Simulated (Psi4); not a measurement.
# BF3 (boron trifluoride): BLYP/aug-cc-pVDZ

What is the vertical ionisation energy of BF3 (boron trifluoride) at BLYP/aug-cc-pVDZ? 

The calculation is run with Psi4 1.11.

1 further run of the same task is left out (set aside as unsound or not needed).

### Step 1. Starting point

BF3: 4 atoms, total charge 0, spin state singlet. As SMILES, `FB(F)F`. The shape is that of a PBE0-D4/def2-TZVP optimisation.

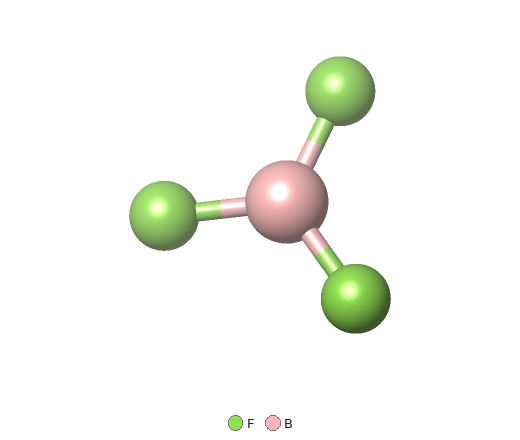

Viewed from a chosen angle; fluorine green, boron pink.

### Step 2. Energy and forces at BLYP/aug-cc-pVDZ

File input.inp:

```
memory 2.2 GB

molecule m {
  F      0.543870     0.210740     1.174280
  B      0.000020     0.000000     0.000010
  F     -0.265170    -1.223510    -0.389620
  F     -0.278730     1.012770    -0.784660
  symmetry c1
  no_reorient
  no_com
}

set {
  basis                aug-cc-pVDZ
  reference            rks
  puream               true
  e_convergence        1e-09
  d_convergence        1e-08
  scf_type             pk
  dft_radial_points    99
  dft_spherical_points 590
}

energy_value, wavefunction = gradient('blyp', return_wfn=True)
oeprop(wavefunction, 'LOWDIN_CHARGES', 'MAYER_INDICES', 'WIBERG_LOWDIN_INDICES', title='BLYP')
print_variables()
```

The run is started by

```sh
$ psi4 -i input.inp -o input.out -n 1
```

input.out:

```text
[...]
  Running in c1 symmetry.
[...]
  Nuclear repulsion =  111.109146270774374
[...]
  Multiplicity = 1
[...]
  Nalpha       = 16
  Nbeta        = 16
[...]
    Number of basis functions: 92
[...]
   @RKS iter   1:  -324.42344591879447   -3.01868e-01   7.19285e-03 DIIS/ADIIS
[...]
   @RKS iter   9:  -324.56072004271016   -1.15961e-11   3.29954e-10 DIIS
[...]
    Orbital Energies [Eh]
    ---------------------
    Doubly Occupied:
       1A    -24.355845     2A    -24.355776     3A    -24.355772
       4A     -6.712605     5A     -1.176070     6A     -1.138725
       7A     -1.138717     8A     -0.548186     9A     -0.513937
      10A     -0.513933    11A     -0.475997    12A     -0.409239
      13A     -0.409238    14A     -0.402444    15A     -0.402439
      16A     -0.367954
[...]
  @RKS Final Energy:  -324.56072004271016
   => Energetics <=
    Nuclear Repulsion Energy =            111.1091462707743744
    One-Electron Energy =                -671.3031118197118303
    Two-Electron Energy =                 271.1194842877233668
    DFT Exchange-Correlation Energy =     -35.4862387814960059
    Empirical Dispersion Energy =           0.0000000000000000
    VV10 Nonlocal Energy =                  0.0000000000000000
    Total Energy =                       -324.5607200427101589
[...]
 Multipole Moments:
 ------------------------------------------------------------------------------------
     Multipole            Electronic (a.u.)      Nuclear  (a.u.)        Total (a.u.)
 ------------------------------------------------------------------------------------
 L = 1.  Multiply by 2.5417464519 to convert [e a0] to [Debye]
 Dipole X            :          0.0003776           -0.0003213            0.0000563
 Dipole Y            :          0.0000020            0.0000000            0.0000020
 Dipole Z            :         -0.0000596            0.0000945            0.0000349
 Magnitude           :                                                    0.0000663
[...]
  -Total Gradient:
     Atom            X                  Y                   Z
    ------   -----------------  -----------------  -----------------
       1       -0.012037797363    -0.004665655294    -0.025985289934
       2        0.000009963417     0.000001207747     0.000006757777
       3        0.005872379417     0.027071819991     0.008637837925
       4        0.006154858513    -0.022419749911     0.017341403423
[...]
```

It took 28 s on 1 thread of Intel Xeon at 2.50GHz (Skylake/Cascade Lake), shared host; peak memory 0.93 GiB.

### Step 3. The doublet cation, same level

File job.py:

```python
import psi4

psi4.set_memory(2200000000)
psi4.set_num_threads(1)
psi4.core.set_output_file('output.dat', False)

m = psi4.geometry("""
1 2
F      1.02776535     0.39824088     2.21906759
B      0.00003779     0.00000000     0.00001890
F     -0.50109868    -2.31209881    -0.73627509
F     -0.52672336     1.91385793    -1.48279250
units au
symmetry c1
""")

options = {'basis': 'aug-cc-pVDZ', 'reference': 'uks', 'puream': True, 'e_convergence': 1e-09, 'd_convergence': 1e-08, 'scf_type': 'pk', 'dft_radial_points': 99, 'dft_spherical_points': 590, 'maxiter': 100}
psi4.set_options(options)

E = psi4.gradient('blyp', molecule=m)
print('gradient / Eh bohr^-1')
print(E.np.round(6))
```

The run is started by

```sh
$ python job.py
```

output.dat:

```text
[...]
  Running in c1 symmetry.
[...]
  Nuclear repulsion =  111.109146357298144
[...]
  Multiplicity = 2
[...]
  Nalpha       = 16
  Nbeta        = 15
[...]
    Number of basis functions: 92
[...]
   @UKS iter   1:  -324.00674184076780    1.14836e-01   3.15845e-03 ADIIS/DIIS
[...]
   @UKS iter  12:  -324.03110718801554   -7.95808e-13   5.10840e-10 DIIS
[...]
   @S^2 Observed:                7.520460034E-01
[...]
    Orbital Energies [Eh]
    ---------------------
    Alpha Occupied:
       1A    -24.732742     2A    -24.732671     3A    -24.732668
       4A     -7.054745     5A     -1.532256     6A     -1.496578
       7A     -1.496577     8A     -0.884573     9A     -0.858441
      10A     -0.858439    11A     -0.806973    12A     -0.771078
      13A     -0.771072    14A     -0.742213    15A     -0.740551
      16A     -0.740551
    Alpha Virtual:
      17A     -0.325706    18A     -0.268975    19A     -0.150144
      20A     -0.150142    21A     -0.131111    22A     -0.111554
      23A     -0.055255    24A     -0.055254    25A     -0.034383
[...]
  @UKS Final Energy:  -324.03110718801554
   => Energetics <=
    Nuclear Repulsion Energy =            111.1091463572981439
    One-Electron Energy =                -660.1863095251155755
    Two-Electron Energy =                 260.0750057073000789
    DFT Exchange-Correlation Energy =     -35.0289497274982580
    Empirical Dispersion Energy =           0.0000000000000000
    VV10 Nonlocal Energy =                  0.0000000000000000
    Total Energy =                       -324.0311071880155396
[...]
 Multipole Moments:
 ------------------------------------------------------------------------------------
     Multipole            Electronic (a.u.)      Nuclear  (a.u.)        Total (a.u.)
 ------------------------------------------------------------------------------------
 L = 1.  Multiply by 2.5417464519 to convert [e a0] to [Debye]
 Dipole X            :          0.0000478           -0.0000102            0.0000375
 Dipole Y            :         -0.0000029           -0.0000000           -0.0000029
 Dipole Z            :         -0.0000101           -0.0000034           -0.0000135
 Magnitude           :                                                    0.0000400
[...]
  -Total Gradient:
     Atom            X                  Y                   Z
    ------   -----------------  -----------------  -----------------
       1       -0.012314382427    -0.004773193802    -0.026584231256
       2        0.000003976260     0.000000714661    -0.000000969281
       3        0.006010315054     0.027696723003     0.008840571197
       4        0.006299470375    -0.022935586019     0.017745114908
[...]
```

The script printed:

```text
gradient / Eh bohr^-1
[[-1.2314e-02 -4.7730e-03 -2.6584e-02]
 [ 4.0000e-06  1.0000e-06 -1.0000e-06]
 [ 6.0100e-03  2.7697e-02  8.8410e-03]
 [ 6.2990e-03 -2.2936e-02  1.7745e-02]]
```

Run time: 50 s. Hardware: 1 thread of Intel Xeon at 2.50GHz (Skylake/Cascade Lake), shared host; peak memory 0.93 GiB.

### Step 4. What came out

At BLYP/aug-cc-pVDZ:

| quantity | value |
| --- | --- |
| singlet BF3: total energy | -324.56072 Eh |
| singlet BF3: dipole moment | 0.00 D |
| singlet BF3: HOMO energy | -10.01 eV |
| singlet BF3: LUMO energy | -0.89 eV |
| singlet BF3: HOMO–LUMO gap | 9.12 eV |
| singlet BF3: largest force on an atom | 1.492 eV/Å |
| doublet cation: total energy | -324.03111 Eh |
| doublet cation: HOMO energy (highest over α and β) | -19.87 eV |
| doublet cation: LUMO energy (lowest over α and β) | -18.87 eV |
| doublet cation: ⟨S²⟩ | 0.752 |
| doublet cation: largest force on an atom | 1.527 eV/Å |
| vertical ionisation energy (to the doublet cation) | 14.411 eV |

**Reading.** Removing an electron at fixed nuclei costs 14.41 eV (332 kcal/mol). The largest force (singlet BF3) is 1.49 eV/Å: the shape isn't a stationary point for this species at this level. The negative HOMO energy of the first species, 10.01 eV, lies 4.40 eV below that difference.
